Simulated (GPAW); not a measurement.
# 1T-SnSe2 monolayer: work function by functional and basis

Aim: the work function of both faces of 1T-SnSe2 monolayer, and its spread over functionals and bases. Where a layer proves gapped, the work function hangs on where the smearing puts the Fermi level, and the band edges take its place.

Calculated with GPAW 26.7.0; GPAW, PAW setups; layer in a repeated cell with vacuum, relaxation of atoms and in-plane cell, in the first sound run; inputs show where later runs differ.

**1. Starting point**

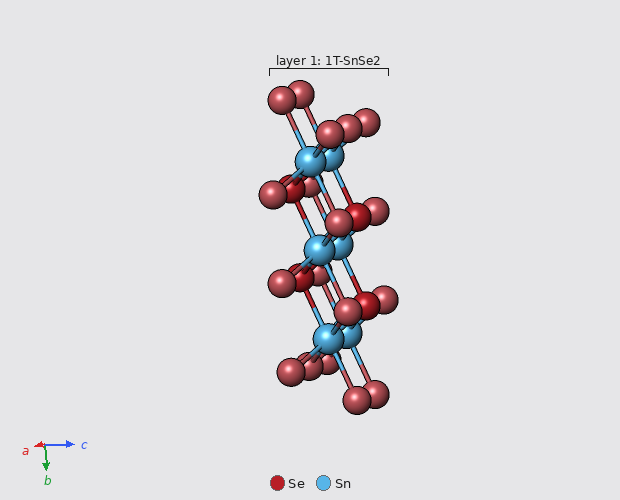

The starting structure, seen from the side, with the c axis across the page (selenium red, tin blue). 1×2×1 cells are drawn. Some periodic images of atoms are drawn too.

The cell holds 3 atoms: 2 Se and 1 Sn. Cell: a = 3.870 Å, b = 3.870 Å, c = 16.110 Å, α = 90.0°, β = 90.0°, γ = 120.0°. Vacuum lies along c.

**2. Relaxing the atoms**

The atoms are relaxed first, since the surface dipole, and with it the work function, follows the positions of the outer layers.

run.py reads:

```python
import json
import numpy as np
from ase import Atoms
from ase.filters import FrechetCellFilter
from ase.optimize import BFGS
from gpaw import GPAW, PW

slab = Atoms(
    ['Se', 'Sn', 'Se'],
    positions=[
        [1.93500, 1.11717, 7.00000],
        [0.00000, 0.00000, 8.05524],
        [-0.00000, 2.23435, 9.11049]],
    cell=[[3.87, 0.0, 0.0], [-1.935, 3.35152, 0.0], [0.0, 0.0, 16.1105]],
    pbc=[True, True, True])

slab.calc = GPAW(mode=PW(600), xc='PBE', kpts={'size': (9, 9, 1), 'gamma': True},
                 occupations={'name': 'fermi-dirac', 'width': 0.05}, nbands='200%',
                 convergence={'density': 1e-05}, maxiter=200,
                 symmetry={'tolerance': 1e-3}, txt='slab.txt')
result = {}
# The in-plane cell is free; stress needs a cell that repeats along all three vectors
path = []
opt = BFGS(FrechetCellFilter(slab, mask=[1, 1, 0, 0, 0, 1]), maxstep=0.2)
opt.attach(lambda: path.append((slab.get_potential_energy(), slab.positions.tolist(), slab.get_forces().tolist())))
result['relaxed'] = bool(opt.run(fmax=0.02, steps=45))
result['path'] = path
result['cell'] = slab.cell.tolist()
print('in-plane lattice', slab.cell.cellpar().round(4)[[0, 1, 5]])
energy = slab.get_potential_energy()
fermi = slab.calc.get_fermi_level()
v = slab.calc.get_electrostatic_potential().mean((0, 1)) - fermi
n = slab.calc.get_pseudo_density().mean((0, 1))
L = slab.cell[2, 2]
z = np.arange(len(v)) * L / len(v)
low, high = slab.positions[:, 2].min(), slab.positions[:, 2].max()
below, above = np.interp([low - 4.8, high + 4.8], z, v)
slopes = [np.interp(x, z, np.gradient(v, z)) for x in (low - 4.8, high + 4.8)]
eps = np.array([[slab.calc.get_eigenvalues(k, s) for k in range(len(slab.calc.get_ibz_k_points()))]
                for s in range(slab.calc.get_number_of_spins())]) - fermi
top, bottom = eps[eps < 0].max(), eps[eps > 0].min()
dipole = slab.get_dipole_moment()[2]
print(f'energy {energy:.4f} eV, Fermi level {fermi:.4f} eV, dipole {dipole:.5f} e A')
print(f'potential 4.8 A off the faces, from the Fermi level: lower {below:.4f} eV, upper {above:.4f} eV')
print(f'slope of the potential there: lower {slopes[0]:.5f}, upper {slopes[1]:.5f} eV/A')
print(f'nearest levels on the mesh: {top:.4f} and {bottom:.4f} eV')
print('magnetic moment', round(slab.get_magnetic_moment(), 3))
result.update(energy=energy, fermi=fermi, dipole=dipole, below=below, above=above, slopes=slopes, edges=[top, bottom],
              z=z.tolist(), v=v.tolist(), n=n.tolist(), positions=slab.positions.tolist(),
              forces=slab.get_forces(apply_constraint=False).tolist(), moments=slab.get_magnetic_moments().tolist())
json.dump(result, open('result.json', 'w'))
```

Command:

```
$ OMP_NUM_THREADS=1 OPENBLAS_NUM_THREADS=1 python run.py
```

Log:

```text
Step          Energy          fmax
BFGS:    0       -9.233603        5.232678
BFGS:    1      -10.460337        3.593436
BFGS:    2      -11.482818        1.565580
BFGS:    3      -11.646486        0.892767
BFGS:    4      -11.708555        0.894881
BFGS:    5      -11.772821        1.098665
BFGS:    6      -11.872815        1.135544
BFGS:    7      -11.968686        0.846041
BFGS:    8      -12.060502        0.332828
BFGS:    9      -12.073982        0.031521
BFGS:   10      -12.074124        0.001502
in-plane lattice [  3.864   3.864 120.   ]
energy -12.0741 eV, Fermi level -1.5132 eV, dipole -0.00002 e A
potential 4.8 A off the faces, from the Fermi level: lower 5.6125 eV, upper 5.6129 eV
slope of the potential there: lower -0.00021, upper -0.00004 eV/A
nearest levels on the mesh: -0.4379 and 0.4209 eV
magnetic moment 0.0
```

Elapsed: 6.7 min, on 1 thread of Arm Neoverse V2, shared host; peak memory 0.41 GiB.

This step gave:

```yaml
dipole_along_the_normal: -2.47e-5 e·Å
levels_nearest_the_fermi_level_on_the_mesh: -0.4379, 0.4209 eV from the Fermi level
```

The electrostatic potential energy of an electron (without an applied field's), less the Fermi level, planar mean by z:

```
z (Å)  electrostatic potential energy of an electron (without an applied field's), less the Fermi level, planar mean (eV)
    0                                                                                                                5.61
    2                                                                                                                5.61
    4                                                                                                                5.58
    6                                                                                                               -3.83
    8                                                                                                               -14.1
   10                                                                                                               -6.65
   12                                                                                                                5.57
   14                                                                                                                5.61
   16                                                                                                                5.61
```

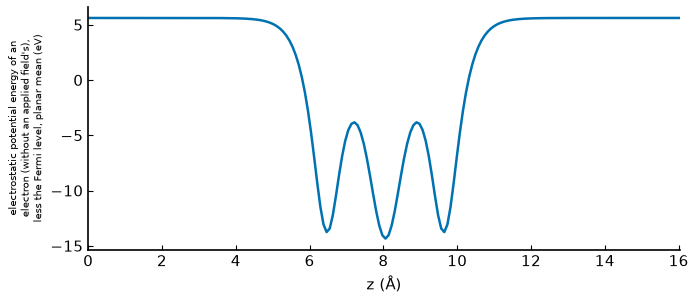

Electrostatic potential energy of an electron (without an applied field's), less the Fermi level, planar mean, plotted against z.

The pseudo valence density, planar mean oscillates, so the rows of the table below give means over windows of 1 Å about each position, cut where the curve ends. Its maxima inside the range that stand out by 2 % of the span (Å: e/Å³): 6.0: 0.285, 8.1: 1.13, 10.1: 0.285. Its minima: 6.4: 0.176, 9.7: 0.176.

Table of pseudo valence density, planar mean by z; means over each step:

```
z (Å)  pseudo valence density, planar mean (e/Å³)
    3                                      1.0e-4
    4                                     0.00194
    5                                      0.0370
    6                                       0.212
    7                                       0.323
    8                                       0.810
    9                                       0.353
   10                                       0.222
   11                                      0.0505
   12                                     0.00274
   13                                      1.4e-4
   14                                      7.6e-6
```

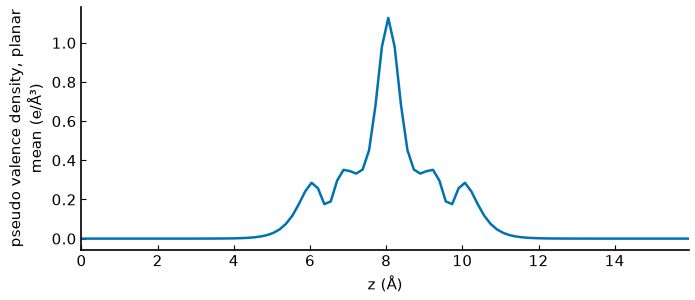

Pseudo valence density, planar mean, plotted against z.

The relaxation lowered the energy of the cell by 2.84 eV (energies extrapolated to zero smearing; the optimiser's log prints free energies). The largest force left on a free atom is 0.0015 eV/Å.

**3. The slab's potential**

With the geometry fixed, the planar mean of the potential gives the vacuum level on each side.

This step: GPAW, PAW setups; slab in vacuum (GPAW 26.7.0).

The cell differs from the one that the last finished run ended in (c 16.110 → 17.188 Å).

run.py: that of step 2 with these lines changed.

```diff
@@ -3,4 +3,2 @@
 from ase import Atoms
-from ase.filters import FrechetCellFilter
-from ase.optimize import BFGS
 from gpaw import GPAW, PW
@@ -10,21 +8,14 @@
     positions=[
-        [1.93500, 1.11717, 7.00000],
-        [0.00000, 0.00000, 8.05524],
-        [-0.00000, 2.23435, 9.11049]],
-    cell=[[3.87, 0.0, 0.0], [-1.935, 3.35152, 0.0], [0.0, 0.0, 16.1105]],
-    pbc=[True, True, True])
+        [1.93202, 1.11545, 7.00000],
+        [-0.00000, -0.00000, 8.59374],
+        [-0.00000, 2.23091, 10.18749]],
+    cell=[[3.86405, 0.0, 0.0], [-1.93202, 3.34636, 0.0], [0.0, 0.0, 17.1875]],
+    pbc=[True, True, False])
 
-slab.calc = GPAW(mode=PW(600), xc='PBE', kpts={'size': (9, 9, 1), 'gamma': True},
+slab.calc = GPAW(mode=PW(400), xc='PBE', kpts={'size': (9, 9, 1), 'gamma': True},
                  occupations={'name': 'fermi-dirac', 'width': 0.05}, nbands='200%',
                  convergence={'density': 1e-05}, maxiter=200,
+                 poissonsolver={'dipolelayer': 'xy'},
                  symmetry={'tolerance': 1e-3}, txt='slab.txt')
 result = {}
-# The in-plane cell is free; stress needs a cell that repeats along all three vectors
-path = []
-opt = BFGS(FrechetCellFilter(slab, mask=[1, 1, 0, 0, 0, 1]), maxstep=0.2)
-opt.attach(lambda: path.append((slab.get_potential_energy(), slab.positions.tolist(), slab.get_forces().tolist())))
-result['relaxed'] = bool(opt.run(fmax=0.02, steps=45))
-result['path'] = path
-result['cell'] = slab.cell.tolist()
-print('in-plane lattice', slab.cell.cellpar().round(4)[[0, 1, 5]])
 energy = slab.get_potential_energy()
```

Log:

```text
energy -11.9271 eV, Fermi level -1.7720 eV, dipole 0.00008 e A
potential 4.8 A off the faces, from the Fermi level: lower 5.6145 eV, upper 5.6165 eV
slope of the potential there: lower -0.00018, upper 0.00018 eV/A
nearest levels on the mesh: -0.4364 and 0.4194 eV
magnetic moment 0.0
```

It took 18 s on 1 thread; peak memory 0.19 GiB.

Numbers from this step:

```yaml
dipole_along_the_normal: 8.08e-5 e·Å
levels_nearest_the_fermi_level_on_the_mesh: -0.4364, 0.4194 eV from the Fermi level
upper_work_function: 5.617 eV
lower_work_function: 5.615 eV
upper_ionisation_energy: 6.053 eV
```

Electrostatic potential energy of an electron (without an applied field's), less the Fermi level, planar mean against z:

```
z (Å)  electrostatic potential energy of an electron (without an applied field's), less the Fermi level, planar mean (eV)
    0                                                                                                                5.62
    1                                                                                                                5.61
    2                                                                                                                5.61
    3                                                                                                                5.61
    4                                                                                                                5.61
    5                                                                                                                5.50
    6                                                                                                                3.51
    7                                                                                                               -13.6
    8                                                                                                               -5.75
    9                                                                                                               -8.91
   10                                                                                                               -11.8
   11                                                                                                                1.97
   12                                                                                                                5.43
   13                                                                                                                5.61
   14                                                                                                                5.62
   15                                                                                                                5.62
   16                                                                                                                5.62
   17                                                                                                                5.62
```

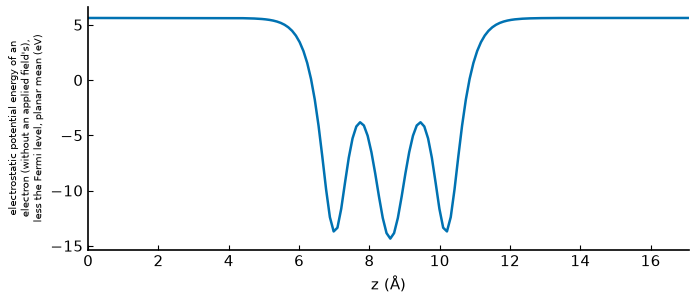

Electrostatic potential energy of an electron (without an applied field's), less the Fermi level, planar mean, plotted against z.

The pseudo valence density, planar mean oscillates, so the rows of the table below give means over windows of 1 Å about each position, cut where the curve ends. Its maxima inside the range that stand out by 2 % of the span (Å: e/Å³): 6.7: 0.283, 8.6: 1.13, 10.5: 0.283. Its minima: 6.9: 0.193, 10.3: 0.193.

Pseudo valence density, planar mean against z; means over each step:

```
z (Å)  pseudo valence density, planar mean (e/Å³)
    3                                      2.2e-5
    4                                      4.0e-4
    5                                     0.00803
    6                                       0.117
    7                                       0.257
    8                                       0.528
    9                                       0.654
   10                                       0.271
   11                                       0.160
   12                                      0.0140
   13                                      7.0e-4
   14                                      3.7e-5
```

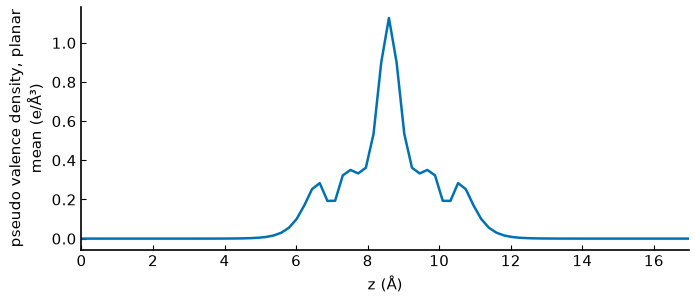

Pseudo valence density, planar mean, plotted against z.

The layer is gapped, so the Fermi level lies somewhere inside the gap, set by smearing and numerics, and these work functions are no property of the material; the band edges below the vacuum level are. The potential is flat to 1.8e-4 eV/Å where it is read, so the vacuum is wide enough.

**4. Self-consistent run: xc = "LDA"**

The same geometry under LDA, to see how far the functional moves the levels against the vacuum.

run.py: that of step 3 with these lines changed.

```diff
@@ -14,3 +14,3 @@
 
-slab.calc = GPAW(mode=PW(400), xc='PBE', kpts={'size': (9, 9, 1), 'gamma': True},
+slab.calc = GPAW(mode=PW(400), xc='LDA', kpts={'size': (9, 9, 1), 'gamma': True},
                  occupations={'name': 'fermi-dirac', 'width': 0.05}, nbands='200%',
```

Log:

```text
energy -13.6577 eV, Fermi level -2.0661 eV, dipole 0.00008 e A
potential 4.8 A off the faces, from the Fermi level: lower 5.8897 eV, upper 5.8917 eV
slope of the potential there: lower -0.00017, upper 0.00017 eV/A
nearest levels on the mesh: -0.3695 and 0.3528 eV
magnetic moment 0.0
```

Wall time 19 s (1 thread); peak memory 0.18 GiB.

Numbers from this step:

```yaml
dipole_along_the_normal: 8.23e-5 e·Å
levels_nearest_the_fermi_level_on_the_mesh: -0.3695, 0.3528 eV from the Fermi level
upper_work_function: 5.892 eV
lower_work_function: 5.890 eV
upper_ionisation_energy: 6.261 eV
```

Electrostatic potential energy of an electron (without an applied field's), less the Fermi level, planar mean against z:

```
z (Å)  electrostatic potential energy of an electron (without an applied field's), less the Fermi level, planar mean (eV)
    0                                                                                                                5.89
    2                                                                                                                5.89
    4                                                                                                                5.88
    6                                                                                                                3.79
    8                                                                                                               -5.37
   10                                                                                                               -11.5
   12                                                                                                                5.70
   14                                                                                                                5.89
   16                                                                                                                5.89
```

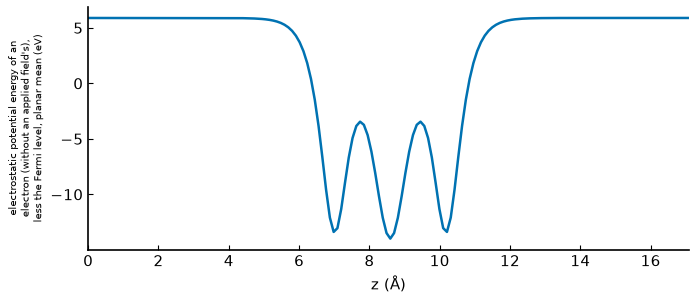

Electrostatic potential energy of an electron (without an applied field's), less the Fermi level, planar mean against z.

The pseudo valence density, planar mean oscillates, so the rows of the table below give means over windows of 2 Å about each position, cut where the curve ends. Its maxima inside the range that stand out by 2 % of the span (Å: e/Å³): 6.7: 0.284, 8.6: 1.13, 10.5: 0.284. Its minima: 6.9: 0.192, 10.3: 0.192.

The pseudo valence density, planar mean by z; means over each step:

```
z (Å)  pseudo valence density, planar mean (e/Å³)
    2                                      2.4e-6
    4                                      9.5e-4
    6                                       0.121
    8                                       0.558
   10                                       0.295
   12                                      0.0297
   14                                      8.3e-5
```

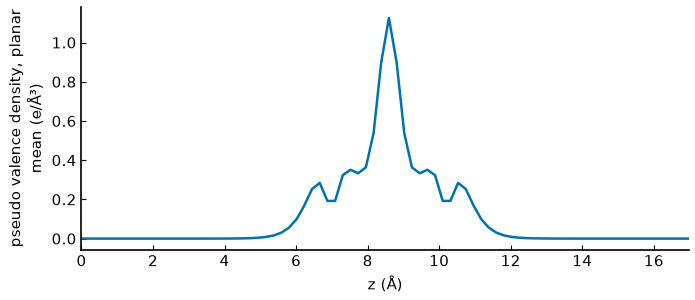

Pseudo valence density, planar mean, plotted against z.

Force by atom:

```
atom  x (eV/Å)  y (eV/Å)  z (eV/Å)   size
 Se1     0.000     0.000     0.454  0.454
 Sn2     0.000     0.000     0.000  0.000
 Se3     0.000     0.000    -0.454  0.454
```

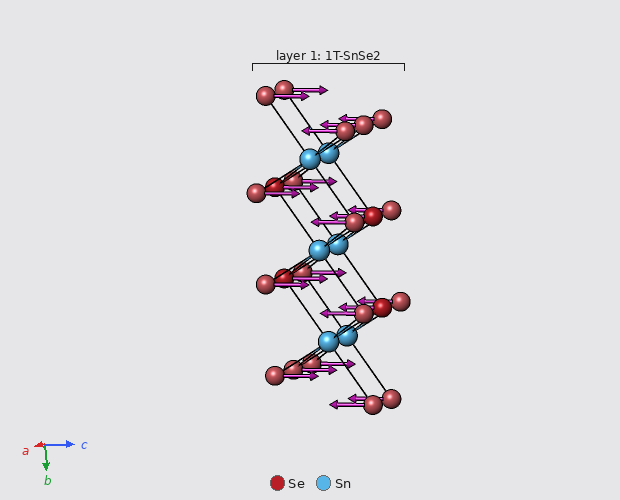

Force as arrows, the longest 0.454 eV/Å. 1×2×1 cells are drawn. Some periodic images of atoms are drawn too.

The highest filled level lies 0.369 eV under the Fermi level, so the ionisation energy from the upper face is 5.892 + 0.369 = 6.261 eV, against 6.053 eV in the base run.

**5. Self-consistent run: xc = "RPBE"**

The same geometry under RPBE, to see how far the functional moves the levels against the vacuum.

run.py: that of step 4 with these lines changed.

```diff
@@ -14,3 +14,3 @@
 
-slab.calc = GPAW(mode=PW(400), xc='LDA', kpts={'size': (9, 9, 1), 'gamma': True},
+slab.calc = GPAW(mode=PW(400), xc='RPBE', kpts={'size': (9, 9, 1), 'gamma': True},
                  occupations={'name': 'fermi-dirac', 'width': 0.05}, nbands='200%',
```

Log:

```text
energy -11.0266 eV, Fermi level -1.6597 eV, dipole 0.00008 e A
potential 4.8 A off the faces, from the Fermi level: lower 5.5067 eV, upper 5.5087 eV
slope of the potential there: lower -0.00019, upper 0.00019 eV/A
nearest levels on the mesh: -0.4729 and 0.4555 eV
magnetic moment 0.0
```

Wall time 18 s (1 thread); peak memory 0.19 GiB.

This step gave:

| Quantity | Value |
| --- | --- |
| dipole along the normal | 8.04e-5 e·Å |
| levels nearest the Fermi level on the mesh | -0.4729, 0.4555 eV from the Fermi level |
| upper work function | 5.509 eV |
| lower work function | 5.507 eV |
| upper ionisation energy | 5.982 eV |

The highest filled level lies 0.473 eV under the Fermi level, so the ionisation energy from the upper face is 5.509 + 0.473 = 5.982 eV, against 6.053 eV in the base run.

**6. Self-consistent run: xc = "vdW-DF2"**

The same geometry under vdW-DF2, to see how far the functional moves the levels against the vacuum (the van der Waals functionals take revPBE setups).

run.py: that of step 5 with these lines changed.

```diff
@@ -14,3 +14,3 @@
 
-slab.calc = GPAW(mode=PW(400), xc='RPBE', kpts={'size': (9, 9, 1), 'gamma': True},
+slab.calc = GPAW(mode=PW(400), xc='vdW-DF2', kpts={'size': (9, 9, 1), 'gamma': True},
                  occupations={'name': 'fermi-dirac', 'width': 0.05}, nbands='200%',
```

Log:

```text
energy -243.1507 eV, Fermi level -2.0045 eV, dipole 0.00008 e A
potential 4.8 A off the faces, from the Fermi level: lower 5.9828 eV, upper 5.9848 eV
slope of the potential there: lower -0.00045, upper 0.00045 eV/A
nearest levels on the mesh: -0.3991 and 0.3816 eV
magnetic moment 0.0
```

Elapsed: 24 s, on 1 thread; peak memory 0.33 GiB.

This step gave:

```
dipole along the normal                    : 8.02e-5 e·Å
levels nearest the Fermi level on the mesh : -0.3991, 0.3816 eV from the Fermi level
upper work function                        : 5.985 eV
lower work function                        : 5.983 eV
upper ionisation energy                    : 6.384 eV
```

The highest filled level lies 0.399 eV under the Fermi level, so the ionisation energy from the upper face is 5.985 + 0.399 = 6.384 eV, against 6.053 eV in the base run.

(Continued in part 2 of 2.)

[Logs are printed without paths, hosts, clocks, repeated set-up lines and the standing remarks that a program may print on its own settings, such as how far it seeks lower states.]

[Hosts, paths, dates, database ids (printed as entryN), source tags and the programs' standing remarks are cut or masked in the printed files.]
